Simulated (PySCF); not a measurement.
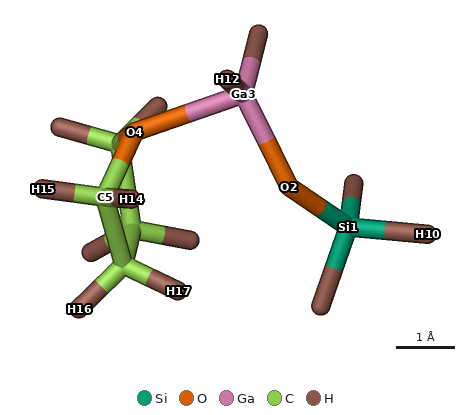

The structure (stick view, seen at a tilt; atoms are numbered from 1 in the order of the input). Sticks mark near contacts.

# Excited-state calculation of C₄H₁₃GaO₂Si

System: C₄H₁₃GaO₂Si, SMILES [SiH3][O][GaH2-][O+]1CCCC1.
Method: TDDFT CAM-B3LYP/def2-SVPD, vertical, gas phase, core orbitals frozen in the response (PySCF 2.14.0).

The geometry comes from this level: PBE0-D3(BJ)/def2-SVP. It belongs to a series of runs on one base structure; here: H on Ga replaced by OSiH3.

Log
```
coarse grid: 77048 points
cycle   1  E = -2524.3460005485  dE =  2.892e-01  |g| = 1.026e+00  |ddm| = 8.517e+00
cycle   2  E = -2524.0899011078  dE =  2.561e-01  |g| = 1.566e+00  |ddm| = 6.693e+00
cycle   3  E = -2524.5302487270  dE = -4.403e-01  |g| = 1.477e-01  |ddm| = 4.046e+00
cycle   4  E = -2524.5333697627  dE = -3.121e-03  |g| = 7.777e-02  |ddm| = 5.301e-01
cycle   5  E = -2524.5342241857  dE = -8.544e-04  |g| = 1.213e-02  |ddm| = 1.077e-01
cycle   6  E = -2524.5342517033  dE = -2.752e-05  |g| = 4.889e-03  |ddm| = 3.309e-02
cycle   7  E = -2524.5342562270  dE = -4.524e-06  |g| = 9.537e-04  |ddm| = 8.924e-03
final grid: 162304 points
cycle   8  E = -2524.5342186059  dE = -1.857e-07  |g| = 1.101e-03  |ddm| = 1.423e-02
cycle   9  E = -2524.5342185030  dE =  1.029e-07  |g| = 1.405e-03  |ddm| = 3.384e-03
cycle  10  E = -2524.5342187823  dE = -2.792e-07  |g| = 9.822e-05  |ddm| = 1.777e-03
cycle  11  E = -2524.5342187841  dE = -1.805e-09  |g| = 2.910e-05  |ddm| = 2.305e-04
cycle  12  E = -2524.5342187842  dE = -1.710e-10  |g| = 1.066e-05  |ddm| = 9.682e-05
```

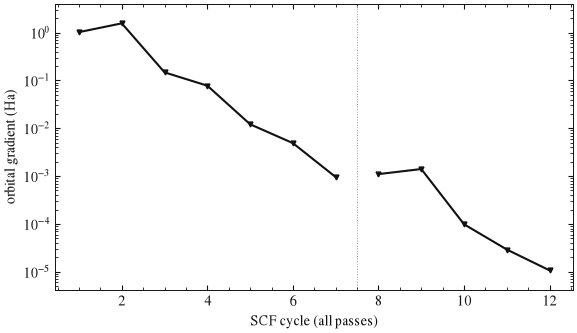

Convergence of the self-consistent field: orbital gradient against the SCF cycle. The dotted line marks the change from a coarse to the final integration grid. The first 7 cycles use a coarse grid, the final grid takes over at cycle 8, and the field converges after 12 cycles in all.

```
converged SCF energy = -2524.5342187842

Static polarisability (au): isotropic 107.289, principal 102.594 108.286 110.986

Singlet excitations
state   eV       nm        f      main configurations
  1   6.8396    181.3   0.00533   H->L+1 0.81
  2   7.0745    175.3   0.00159   H->L+2 0.22, H-1->L+1 0.18, H->L 0.15
  3   7.1770    172.8   0.00854   H-1->L+2 0.24, H-1->L+1 0.23, H->L+2 0.11
  4   7.5634    163.9   0.12419   H->L 0.45, H->L+2 0.34
  5   7.7110    160.8   0.00900   H-1->L+1 0.23, H-2->L+1 0.19, H-1->L 0.13
  6   7.7852    159.3   0.03002   H-2->L+1 0.21, H-2->L+2 0.13, H-1->L+1 0.12
  7   7.9320    156.3   0.04883   H-1->L 0.25, H-1->L+3 0.24, H-1->L+2 0.11
  8   8.0016    154.9   0.06368   H-2->L 0.21, H-2->L+1 0.15, H-2->L+2 0.14
  9   8.0600    153.8   0.01604   H->L+3 0.27, H->L+4 0.14, H-2->L 0.14
 10   8.2361    150.5   0.00561   H-3->L 0.37, H-1->L+3 0.15

Triplet excitations (Tamm-Dancoff, eV): 6.4274 6.7285 6.8119 7.1240
Vertical ionisation energy (delta-SCF) = 9.7286 eV
```

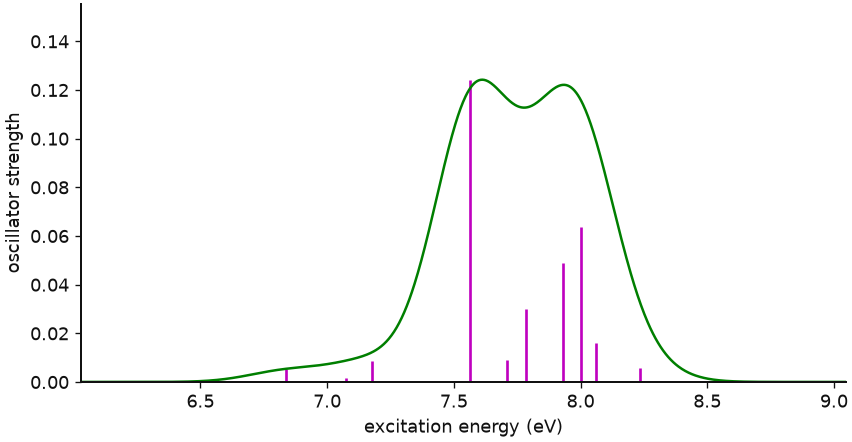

Computed excitations as sticks (degenerate states added up, dark ones marked on the axis), with a Gaussian envelope of 0.35 eV full width at half maximum, scaled to the tallest. Of the 10 states the lowest lies at 6.84 eV (f = 0.005); the strongest line is at 7.56 eV, or 164 nm (f = 0.124).

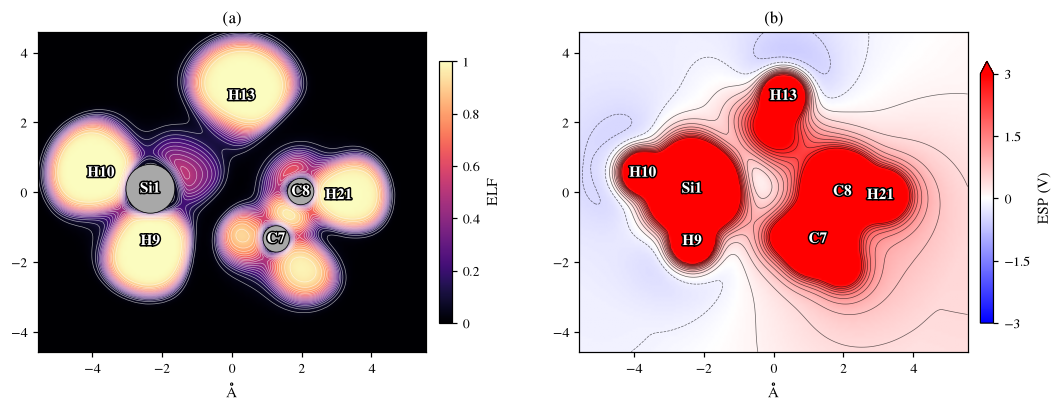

(a) electron localisation function; (b) electrostatic potential on the plane of atoms C7, C8 and H21. Grey discs, where drawn, cover atomic cores. C–C (1.53 Å): the ELF peaks at about 0.95 between the atoms (localised, shared-pair bonding). C–H (1.10 Å): the ELF climbs to about 1 towards the hydrogen, as it does in any bond to H; a covalent bond by its length. Si–H (1.50 Å): the ELF climbs to about 1 towards the hydrogen.

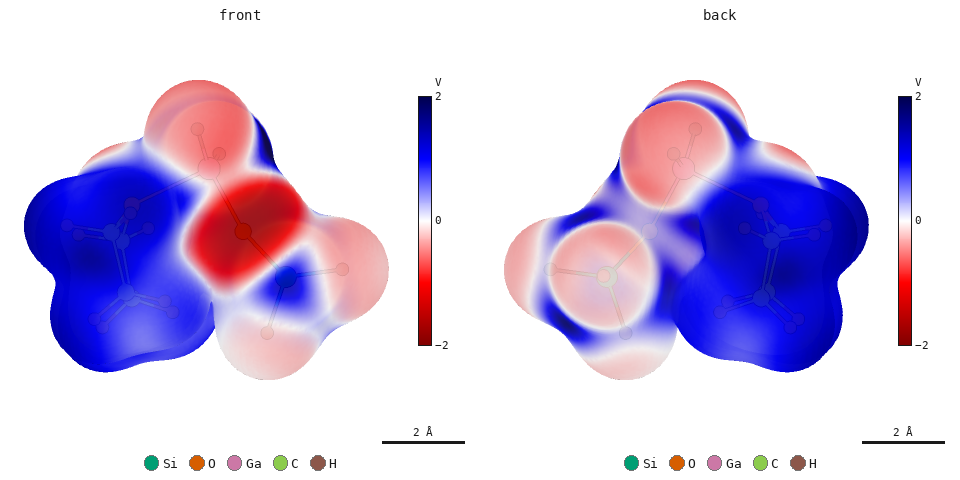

The molecular electrostatic potential painted on the density surface at 0.004 e/bohr³, seen face on and from behind; red is negative and blue positive. A positive charge is drawn to the negative regions and a negative charge to the positive ones. Its dipole moment is 4.40 D.

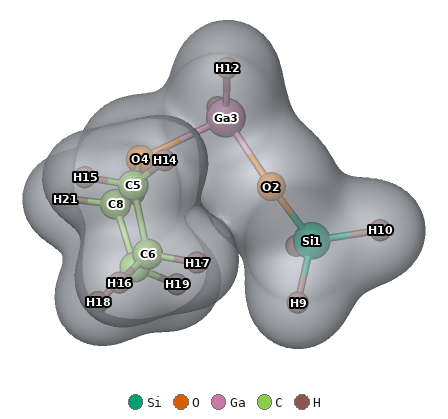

Isosurface of the electron density at 0.05 e/Å³ (grey), seen at a tilt. At this value the surface is in one piece. On the grid the lowest density along these lines, outside the cores, is 1.6 e/Å³ (C–O, 1.43 Å), 1.7 e/Å³ (C–C, 1.53 Å), 0.95 e/Å³ (Si–O, 1.64 Å) and 0.75 e/Å³ (Ga–O, 1.83 Å).

This output came from the following input.

Input file
```
{"job": {"kind": "uv", "xc": "CAM-B3LYP", "basis": "def2-SVPD", "ip": true}, "charge": 0, "multiplicity": 1}
Si     2.620692    -0.778477    -0.686111
O      1.769425    -0.271022     0.616841
Ga     1.191129     1.291926     1.375333
O     -0.818427     0.986461     0.858080
C     -1.415953    -0.240030     1.297577
C     -1.303596    -1.184973     0.105258
C     -1.196557    -0.243606    -1.111867
C     -1.220042     1.158369    -0.505606
H      1.952097    -1.979184    -1.291448
H      4.021507    -1.173019    -0.333830
H      2.697785     0.271390    -1.760037
H      1.068514     1.182835     2.932848
H      1.484241     2.568796     0.505597
H     -0.877671    -0.569629     2.195335
H     -2.464724    -0.027015     1.565852
H     -2.168329    -1.860474     0.047898
H     -0.392677    -1.790549     0.195492
H     -2.018399    -0.377295    -1.829101
H     -0.256304    -0.419300    -1.652156
H     -0.528955     1.875134    -0.967876
H     -2.234610     1.591231    -0.505692
```

The first line tells a small driver script what to run in PySCF; the rest is the geometry in Å.

Command:
```bash
OMP_NUM_THREADS=1 python <driver script> task.json out
```

Summary

- outcome: converged
- total energy: −2524.534219 hartree
- HOMO: −9.01 eV
- LUMO: 0.91 eV
- dipole moment: 4.40 D
- mean polarisability: 107.29 a.u.
- vertical ionisation energy: 9.73 eV
- lowest singlet excitation: 6.84 eV
- hardware: 1 CPU thread, shared host
- wall time: 10 min
- peak memory: 1.6 GiB

Notes

Spin–orbit coupling is left out, which matters for the heavy atoms.
